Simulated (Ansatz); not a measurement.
The starting structures come from a database of crystals and need not be the phases stable at ambient conditions.

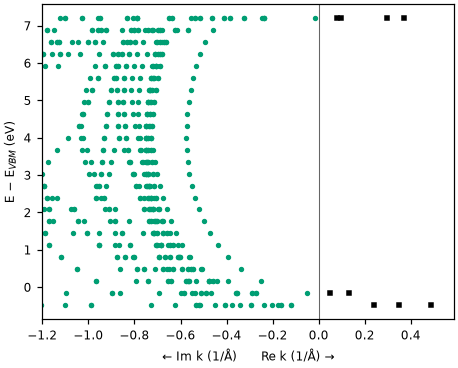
Complex bands at the centre of the two-dimensional zone; r2SCAN (Ansatz, a program for electronic structure)

The gap is the functional's own, uncorrected, and κ follows it; spin-orbit coupling is left out. Mid-gap values are interpolated between the computed energies.

Q: This is LaF$_{3}$ (P-3c1, not sure to be the ambient phase, 24 atoms a cell, 13.6 Å³ an atom) along the normal of (100). Read off the slowest decay at the centre of the two-dimensional zone at 3.68 eV, the computed energy nearest the middle of the gap.

A: κ ≈ 0.57 1/Å, a decay length 1/(2κ) of the density of 0.87 Å.
